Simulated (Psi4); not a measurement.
Frequency calculation of AlO (part 3 of 4)

AlO (oxoaluminum), multiplicity 2; PBE/def2-SVP, UKS, dispersion D4 (Psi4 1.11). The geometry was optimised with PBE/def2-SVP.

Geometry of the input (Å):
```
O  -0.0798  -0.0705  0.0202
Al 0.0707  -0.0534  1.6593
```

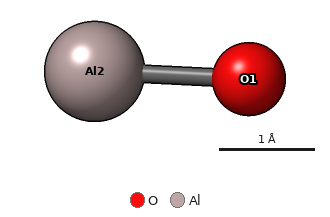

Fig. 1: The structure as given in the input (ball-and-stick view, seen at a tilt; atoms are numbered from 1 in the order of the input). Sticks mark near contacts.

## Output, continued
```
    Nuclear Repulsion Energy =             33.4335169043387523
    One-Electron Energy =                -507.3299061009668662
    Two-Electron Energy =                 183.5887149406047172
    DFT Exchange-Correlation Energy =     -26.9537903090339306
    Empirical Dispersion Energy =          -0.0008902189425759
    VV10 Nonlocal Energy =                  0.0000000000000000
    Total Energy =                       -317.2623547839998537

  UHF NO Occupations:
  HONO-2 :    7 Ap 1.9999198
  HONO-1 :    8 Ap 1.9984325
  HONO-0 :    9 Ap 1.0000000
  LUNO+0 :   10 Ap 0.0015675
  LUNO+1 :    3App 0.0000802
  LUNO+2 :   11 Ap 0.0000802
  LUNO+3 :   12 Ap 0.0000550

Computation Completed

Properties will be evaluated at   0.000000,   0.000000,   0.000000 [a0]

Properties computed using the SCF density matrix

 Multipole Moments:

 ------------------------------------------------------------------------------------
     Multipole            Electronic (a.u.)      Nuclear  (a.u.)        Total (a.u.)
 ------------------------------------------------------------------------------------

 L = 1.  Multiply by 2.5417464519 to convert [e a0] to [Debye]
 Dipole X            :          0.0009783           -0.0002907            0.0006876
 Dipole Y            :          0.0000000            0.0000000            0.0000000
 Dipole Z            :          1.9286420           -0.5731378            1.3555041
 Magnitude           :                                                    1.3555043

 ------------------------------------------------------------------------------------

	total time  =          3 seconds =       0.05 minutes

         ------------------------------------------------------------
                                   SCF GRAD
         ------------------------------------------------------------

  ==> Geometry <==

    Molecular point group: cs
    Full point group: C_inf_v

    Geometry (in Bohr), charge = 0, multiplicity = 2:

       Center              X                  Y                   Z               Mass
    ------------   -----------------  -----------------  -----------------  -----------------
         O           -0.000990597235     0.000000000000    -1.952933074013    15.994914619570
         AL           0.000587235534     0.000000000000     1.157717442311    26.981538530000

  Nuclear repulsion =   33.433516904338752

   => Molecular Quadrature <=

    Radial Scheme          =       TREUTLER
    Pruning Scheme         =           NONE
    Nuclear Scheme         =       TREUTLER

    Blocking Scheme        =         OCTREE
    BS radius alpha        =              1
    Pruning alpha          =              1
    Radial Points          =             75
    Spherical Points       =            302
    Total Points           =          43424
    Total Blocks           =            404
    Max Points             =            256
    Max Functions          =             32
    Weights Tolerance      =       1.00E-15

  -Total Gradient:
     Atom            X                  Y                   Z
    ------   -----------------  -----------------  -----------------
       1       -0.000000003752     0.000000000000    -0.000007396797
       2        0.000000026606     0.000000000000     0.000052453904

	total time  =          0 seconds =       0.00 minutes

    Psi4 run time: 0:00:03.34

    -----------------------------------------------------------------------
                               Psi4 1.11 release

    h
    h
    h

    -----------------------------------------------------------------------

    Memory:     1.5 GiB
    Threads:    1
                ecpint, einsums, f̶o̶r̶t̶e̶, gauxc, gcp, g̶d̶m̶a̶, geometric, g̶p̶u̶_̶d̶f̶c̶c̶,
                i̶n̶t̶e̶g̶r̶a̶t̶o̶r̶x̶x̶, i̶p̶i̶, libefp, m̶d̶i̶, m̶p̶2̶d̶, m̶r̶c̶c̶, ooo,
                o̶p̶e̶n̶f̶e̶r̶m̶i̶o̶n̶p̶s̶i̶4̶, pcmsolver, p̶s̶i̶4̶f̶o̶c̶k̶c̶i̶, p̶s̶i̶x̶a̶s̶,
                p̶y̶e̶i̶n̶s̶u̶m̶s̶, r̶e̶s̶p̶, s̶i̶m̶i̶n̶t̶, s̶n̶s̶m̶p̶2̶,
                v̶2̶r̶d̶m̶_̶c̶a̶s̶s̶c̶f̶

gradient() will perform analytic gradient computation.

  ==> Geometry <==

    Molecular point group: cs
    Full point group: C_inf_v

    Geometry (in Bohr), charge = 0, multiplicity = 2:

       Center              X                  Y                   Z               Mass
    ------------   -----------------  -----------------  -----------------  -----------------
         O            0.000000000000    -0.000990597235    -1.952933074013    15.994914619570
         AL           0.000000000000     0.000587235534     1.157717442311    26.981538530000

  Running in cs symmetry.

  Rotational constants: A = ************  B =      0.61955  C =      0.61955 [cm^-1]
  Rotational constants: A = ************  B =  18573.52415  C =  18573.52415 [MHz]
  Nuclear repulsion =   33.433516904338752

  Charge       = 0
  Multiplicity = 2
  Electrons    = 21
  Nalpha       = 11
  Nbeta        = 10

   => Molecular Quadrature <=

    Radial Scheme          =       TREUTLER
    Pruning Scheme         =           NONE
    Nuclear Scheme         =       TREUTLER

    Blocking Scheme        =         OCTREE
    BS radius alpha        =              1
    Pruning alpha          =              1
    Radial Points          =             75
    Spherical Points       =            302
    Total Points           =          43423
    Total Blocks           =            407
    Max Points             =            254
    Max Functions          =             32
    Weights Tolerance      =       1.00E-15

  ==> Iterations <==

                           Total Energy        Delta E     RMS |[F,P]|

   @DF-UKS iter SAD:  -316.76251138502960   -3.16763e+02   0.00000e+00
   @DF-UKS iter   1:  -316.77003980920568   -7.52842e-03   4.02117e-02 DIIS/ADIIS
   @DF-UKS iter   2:  -309.04721513620962    7.72282e+00   9.85049e-02 DIIS/ADIIS
   @DF-UKS iter   3:  -315.89825975649103   -6.85104e+00   6.64336e-02 DIIS/ADIIS
   @DF-UKS iter   4:  -317.23674040578851   -1.33848e+00   1.05027e-02 DIIS/ADIIS
   @DF-UKS iter   5:  -317.25288659119957   -1.61462e-02   5.31010e-03 DIIS/ADIIS
   @DF-UKS iter   6:  -317.26219291828568   -9.30633e-03   5.56591e-04 DIIS/ADIIS
   @DF-UKS iter   7:  -317.26232424953309   -1.31331e-04   2.58544e-04 DIIS/ADIIS
   @DF-UKS iter   8:  -317.26235229901164   -2.80495e-05   4.64602e-05 DIIS
   @DF-UKS iter   9:  -317.26235468316918   -2.38416e-06   1.80811e-05 DIIS
   @DF-UKS iter  10:  -317.26235477407783   -9.09087e-08   5.28485e-06 DIIS
   @DF-UKS iter  11:  -317.26235478410780   -1.00300e-08   3.11783e-07 DIIS
   @DF-UKS iter  12:  -317.26235478413270   -2.48974e-11   2.18737e-07 DIIS
   @DF-UKS iter  13:  -317.26235478414861   -1.59162e-11   1.21217e-08 DIIS
   @DF-UKS iter  14:  -317.26235478414873   -1.13687e-13   3.05746e-10 DIIS
  Energy and wave function converged.

  ==> Post-Iterations <==

   Electrons on quadrature grid:
      Nalpha   =   11.0000046396 ; deviation = 4.640e-06
      Nbeta    =   10.0000048753 ; deviation = 4.875e-06
      Ntotal   =   21.0000095149 ; deviation = 9.515e-06

   @Spin Contamination Metric:   3.564648598E-03
   @S^2 Expected:                7.500000000E-01
   @S^2 Observed:                7.535646486E-01
   @S   Expected:                5.000000000E-01
   @S   Observed:                5.000000000E-01

    Orbital Energies [Eh]
    ---------------------

    Alpha Occupied:

       1Ap   -55.400264     2Ap   -18.729221     3Ap    -3.959349
       4Ap    -2.565590     1App   -2.565590     5Ap    -2.563498
       6Ap    -0.785931     7Ap    -0.324706     8Ap    -0.240742
       2App   -0.240742     9Ap    -0.238111

    Alpha Virtual:

      10Ap    -0.073008     3App   -0.073008    11Ap     0.015748
      12Ap     0.090872     4App    0.271825    13Ap     0.271825
      14Ap     0.324752    15Ap     0.371346     5App    0.371346
      16Ap     0.434874     6App    0.434874    17Ap     0.728056
      18Ap     0.984462    19Ap     0.990528     7App    0.990528
      20Ap     1.210135    21Ap     2.582707     8App    2.582740
       9App    2.657473    22Ap     2.657473    23Ap     3.025910

    Beta Occupied:

       1Ap   -55.398465     2Ap   -18.720141     3Ap    -3.956635
       4Ap    -2.563527     1App   -2.563527     5Ap    -2.558617
       6Ap    -0.763807     7Ap    -0.289713     8Ap    -0.232611
       2App   -0.232611

    Beta Virtual:

       9Ap    -0.191410    10Ap    -0.050873     3App   -0.050873
      11Ap     0.033661    12Ap     0.109862     4App    0.285720
      13Ap     0.285720    14Ap     0.356085     5App    0.390004
      15Ap     0.390004    16Ap     0.459872     6App    0.459872
      17Ap     0.749311    18Ap     0.998641     7App    0.998641
      19Ap     1.018500    20Ap     1.224844    21Ap     2.587511
       8App    2.587544     9App    2.687764    22Ap     2.687764
      23Ap     3.063088

    Final Occupation by Irrep:
             Ap   App
    DOCC [     8,    2 ]
    SOCC [     1,    0 ]
    NA   [     9,    2 ]
    NB   [     8,    2 ]

  @DF-UKS Final Energy:  -317.26235478414873

   => Energetics <=

    Nuclear Repulsion Energy =             33.4335169043387523
    One-Electron Energy =                -507.3299061010357036
    Two-Electron Energy =                 183.5887149405297123
    DFT Exchange-Correlation Energy =     -26.9537903090389186
    Empirical Dispersion Energy =          -0.0008902189425759
    VV10 Nonlocal Energy =                  0.0000000000000000
    Total Energy =                       -317.2623547841487266

  UHF NO Occupations:
  HONO-2 :    7 Ap 1.9999198
  HONO-1 :    8 Ap 1.9984325
  HONO-0 :    9 Ap 1.0000000
  LUNO+0 :   10 Ap 0.0015675
  LUNO+1 :    3App 0.0000802
  LUNO+2 :   11 Ap 0.0000802
  LUNO+3 :   12 Ap 0.0000550

Computation Completed

Properties will be evaluated at   0.000000,   0.000000,   0.000000 [a0]

Properties computed using the SCF density matrix

 Multipole Moments:

 ------------------------------------------------------------------------------------
     Multipole            Electronic (a.u.)      Nuclear  (a.u.)        Total (a.u.)
 ------------------------------------------------------------------------------------

 L = 1.  Multiply by 2.5417464519 to convert [e a0] to [Debye]
 Dipole X            :          0.0000000            0.0000000            0.0000000
 Dipole Y            :          0.0009783           -0.0002907            0.0006876
 Dipole Z            :          1.9286420           -0.5731378            1.3555041
 Magnitude           :                                                    1.3555043

 ------------------------------------------------------------------------------------

	total time  =          2 seconds =       0.03 minutes

         ------------------------------------------------------------
                                   SCF GRAD
         ------------------------------------------------------------

  ==> Geometry <==

    Molecular point group: cs
    Full point group: C_inf_v

    Geometry (in Bohr), charge = 0, multiplicity = 2:

       Center              X                  Y                   Z               Mass
    ------------   -----------------  -----------------  -----------------  -----------------
         O            0.000000000000    -0.000990597235    -1.952933074013    15.994914619570
         AL           0.000000000000     0.000587235534     1.157717442311    26.981538530000

  Nuclear repulsion =   33.433516904338752

   => Molecular Quadrature <=

    Radial Scheme          =       TREUTLER
    Pruning Scheme         =           NONE
    Nuclear Scheme         =       TREUTLER

    Blocking Scheme        =         OCTREE
    BS radius alpha        =              1
    Pruning alpha          =              1
    Radial Points          =             75
    Spherical Points       =            302
    Total Points           =          43423
    Total Blocks           =            407
    Max Points             =            254
    Max Functions          =             32
    Weights Tolerance      =       1.00E-15

  -Total Gradient:
     Atom            X                  Y                   Z
    ------   -----------------  -----------------  -----------------
       1        0.000000000000    -0.000000003751    -0.000007395187
       2        0.000000000000     0.000000026606     0.000052452294

	total time  =          1 seconds =       0.02 minutes

    Psi4 run time: 0:00:03.29

  //>>>>>>>>>>>>>>>>>>>>>>>>>>>>>>>>>>>//
  //      FiniteDifference Results     //
  //<<<<<<<<<<<<<<<<<<<<<<<<<<<<<<<<<<<//

  Computing second-derivative from gradients using projected,
  symmetry-adapted, cartesian coordinates.

  5 gradients passed in, including the reference geometry.
  Generating complete list of displacements from unique ones.

    Operation 2 takes plus displacements of irrep B1 to minus ones.
    Operation 2 takes plus displacements of irrep B2 to minus ones.

-------------------------------------------------------------

  ==> Harmonic Vibrational Analysis <==

  non-mass-weighted Hessian:       Symmetric? True   Hermitian? True   Lin Dep Dim?  3 (0)
  projection of translations (True) and rotations (True) removed 5 degrees of freedom (5)
  total projector:                 Symmetric? True   Hermitian? True   Lin Dep Dim?  5 (5)
  mass-weighted Hessian:           Symmetric? True   Hermitian? True   Lin Dep Dim?  3 (0)
  pre-proj  low-frequency mode:    0.0000i [cm^-1]
  pre-proj  low-frequency mode:    0.0000  [cm^-1]
  pre-proj  low-frequency mode:    0.0000  [cm^-1]
  pre-proj  low-frequency mode:    4.5212  [cm^-1]
  pre-proj  low-frequency mode:    4.5214  [cm^-1]
  pre-proj  all modes:['0.0000i' '0.0000' '0.0000' '4.5212' '4.5214' '960.2355']
  projected mass-weighted Hessian: Symmetric? True   Hermitian? True   Lin Dep Dim?  5 (5)
  post-proj low-frequency mode:    0.0000i [cm^-1] (TR)
  post-proj low-frequency mode:    0.0000i [cm^-1] (TR)
  post-proj low-frequency mode:    0.0000  [cm^-1] (TR)
  post-proj low-frequency mode:    0.0000  [cm^-1] (TR)
  post-proj low-frequency mode:    0.0000  [cm^-1] (TR)
  post-proj  all modes:['0.0000i' '0.0000i' '0.0000' '0.0000' '0.0000' '960.2355']

  Vibration                       6
  Freq [cm^-1]                 960.2355
  Irrep                           A1
  Reduced mass [u]             18.8519
  Force const [mDyne/A]        10.2414
  Turning point v=0 [a0]        0.0816
  RMS dev v=0 [a0 u^1/2]        0.2504
  IR activ [km/mol]             2.6775
  Char temp [K]               1381.5651
  ----------------------------------------------------------------------------------
      1   O                0.00  0.00  0.86
      2   AL               0.00 -0.00 -0.51

  ==> Thermochemistry Components <==

  Entropy, S
    Electronic S                             1.377 [cal/(mol K)]        5.763 [J/(mol K)]       0.00219507 [mEh/K] (multiplicity = 2)
    Translational S                         37.201 [cal/(mol K)]      155.648 [J/(mol K)]       0.05928301 [mEh/K] (mol. weight = 42.9765 [u], P = 101325.00 [Pa])
    Rotational S                            13.538 [cal/(mol K)]       56.643 [J/(mol K)]       0.02157412 [mEh/K] (symmetry no. = 1)
    Vibrational S                            0.110 [cal/(mol K)]        0.459 [J/(mol K)]       0.00017493 [mEh/K]
  Total S                                   52.226 [cal/(mol K)]      218.513 [J/(mol K)]       0.08322712 [mEh/K]
  Correction S                               0.000 [cal/(mol K)]        0.000 [J/(mol K)]       0.00000000 [mEh/K]

  Constant volume heat capacity, Cv
    Electronic Cv                            0.000 [cal/(mol K)]        0.000 [J/(mol K)]       0.00000000 [mEh/K]
    Translational Cv                         2.981 [cal/(mol K)]       12.472 [J/(mol K)]       0.00475022 [mEh/K]
    Rotational Cv                            1.987 [cal/(mol K)]        8.314 [J/(mol K)]       0.00316681 [mEh/K]
    Vibrational Cv                           0.423 [cal/(mol K)]        1.769 [J/(mol K)]       0.00067382 [mEh/K]
  Total Cv                                   5.391 [cal/(mol K)]       22.555 [J/(mol K)]       0.00859085 [mEh/K]
  Correction Cv                              0.000 [cal/(mol K)]        0.000 [J/(mol K)]       0.00000000 [mEh/K]

  Constant pressure heat capacity, Cp
    Electronic Cp                            0.000 [cal/(mol K)]        0.000 [J/(mol K)]       0.00000000 [mEh/K]
    Translational Cp                         4.968 [cal/(mol K)]       20.786 [J/(mol K)]       0.00791703 [mEh/K]
    Rotational Cp                            1.987 [cal/(mol K)]        8.314 [J/(mol K)]       0.00316681 [mEh/K]
    Vibrational Cp                           0.423 [cal/(mol K)]        1.769 [J/(mol K)]       0.00067382 [mEh/K]
  Total Cp                                   7.378 [cal/(mol K)]       30.870 [J/(mol K)]       0.01175766 [mEh/K]
  Correction Cp                              0.000 [cal/(mol K)]        0.000 [J/(mol K)]       0.00000000 [mEh/K]

  ==> Thermochemistry Energy Analysis <==

  Raw electronic energy, E_e
  Total E_e, Electronic energy at well bottom                                          -317.26235478 [Eh]

  Zero-point vibrational energy, ZPVE = Sum_i omega_i / 2,  E_0 = E_e + ZPVE
    Vibrational ZPVE                         1.373 [kcal/mol]        5.743 [kJ/mol]       0.00218758 [Eh]         480.118 [cm^-1]
  Correction ZPVE to E_e                     1.373 [kcal/mol]        5.743 [kJ/mol]       0.00218758 [Eh]         480.118 [cm^-1]
  Total E_0, Enthalpy at 0 [K]                                                         -317.26016721 [Eh]
  *** Absolute enthalpy, not an enthalpy of formation ***

  Thermal (internal) energy, E (includes ZPVE and finite-temperature corrections)
    Electronic contrib to E beyond E_e       0.000 [kcal/mol]        0.000 [kJ/mol]       0.00000000 [Eh]
    Translational contrib to E               0.889 [kcal/mol]        3.718 [kJ/mol]       0.00141628 [Eh]
    Rotational contrib to E                  0.592 [kcal/mol]        2.479 [kJ/mol]       0.00094418 [Eh]
    Vibrational contrib to E                 1.400 [kcal/mol]        5.856 [kJ/mol]       0.00223051 [Eh]
  Correction E                               2.881 [kcal/mol]       12.054 [kJ/mol]       0.00459097 [Eh]
  Total E, Thermal (internal) energy at  298.15 [K]                                    -317.25776381 [Eh]

  Enthalpy, H_trans = E_trans + k_B * T = E_trans + P * V
    Electronic contrib to H beyond E_e       0.000 [kcal/mol]        0.000 [kJ/mol]       0.00000000 [Eh]
    Translational contrib to H               1.481 [kcal/mol]        6.197 [kJ/mol]       0.00236046 [Eh]
    Rotational contrib to H                  0.592 [kcal/mol]        2.479 [kJ/mol]       0.00094418 [Eh]
    Vibrational contrib to H                 1.400 [kcal/mol]        5.856 [kJ/mol]       0.00223051 [Eh]
  Correction H                               3.473 [kcal/mol]       14.533 [kJ/mol]       0.00553516 [Eh]
  Total H, Enthalpy at  298.15 [K]                                                     -317.25681963 [Eh]
  *** Absolute enthalpy, not an enthalpy of formation ***

  Gibbs free energy, G = H - T * S
    Electronic contrib to G beyond E_e      -0.411 [kcal/mol]       -1.718 [kJ/mol]      -0.00065446 [Eh]
    Translational contrib to G              -9.610 [kcal/mol]      -40.209 [kJ/mol]      -0.01531477 [Eh]
    Rotational contrib to G                 -3.444 [kcal/mol]      -14.409 [kJ/mol]      -0.00548814 [Eh]
    Vibrational contrib to G                 1.367 [kcal/mol]        5.719 [kJ/mol]       0.00217836 [Eh]
  Correction G                             -12.098 [kcal/mol]      -50.617 [kJ/mol]      -0.01927901 [Eh]
  Total G, Gibbs energy at  298.15 [K]                                                 -317.28163379 [Eh]
  *** Absolute Gibbs energy, not a free energy of formation ***

[set-up sections that repeat, and orbital energies of the middle runs, are left out above]
```

## Standard output
```
E = -317.262354784
CURRENT ENERGY                                   -317.2623547839
CURRENT REFERENCE ENERGY                         -317.2623547839
DD SOLVATION ENERGY                                 0.0000000000
DFT FUNCTIONAL TOTAL ENERGY                      -317.2614645650
DFT TOTAL ENERGY                                 -317.2623547839
DFT VV10 ENERGY                                     0.0000000000
DFT XC ENERGY                                     -26.9537903926
DISPERSION CORRECTION ENERGY                       -0.0008902190
ENTHALPY                                         -317.2568196264
ENTHALPY CORRECTION                                 0.0055351576
FINDIF NUMBER                                       5.0000000000
GIBBS FREE ENERGY                                -317.2816337922
GIBBS FREE ENERGY CORRECTION                       -0.0192790083
GRID ELECTRONS ALPHA                               11.0000046396
GRID ELECTRONS BETA                                10.0000048753
GRID ELECTRONS TOTAL                               21.0000095149
NUCLEAR REPULSION ENERGY                           33.4335212054
ONE-ELECTRON ENERGY                              -507.3299147235
PBE-D4(BJ,EEQ)ATM DISPERSION CORRECTION ENERGY      -0.0008902190
PCM POLARIZATION ENERGY                             0.0000000000
```
